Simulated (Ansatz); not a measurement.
## MgS, pressure series

The parent structure is MgS in the rock salt structure (space group Fm-3m, No. 225; a = 5.230 Å).

Cell and atoms are relaxed at each pressure.

Computed with Kohn–Sham DFT with the PBE functional, run in Ansatz (an electronic-structure program) with PAW and 420 eV plane waves, no SOC.

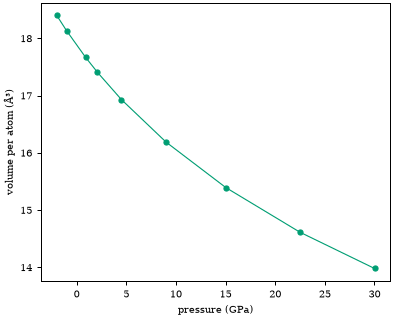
*Volume against pressure*

Task: Estimate the zero-pressure bulk modulus from the plot.

Result: About 74 GPa; a third-order Birch–Murnaghan fit to the points gives V₀ = 17.88 Å³/atom, B₀ = 74 GPa and B₀′ = 4.0.

Measured bulk modulus of MgS: 81 GPa (static lattice; corrected from measurement; as listed in Tamar Goldzak et al., The Journal of Chemical Physics (2022)); the computed value is 9 % below it.

Between the base and pressure 4.5 GPa the gap moves from 2.76 eV to 2.87 eV, a mean slope of 26 meV/GPa.

Load acts through the strain it causes; cell and atoms are relaxed under it. Whether these cells are dynamically stable was not tested. Competing high-pressure phases were not computed.
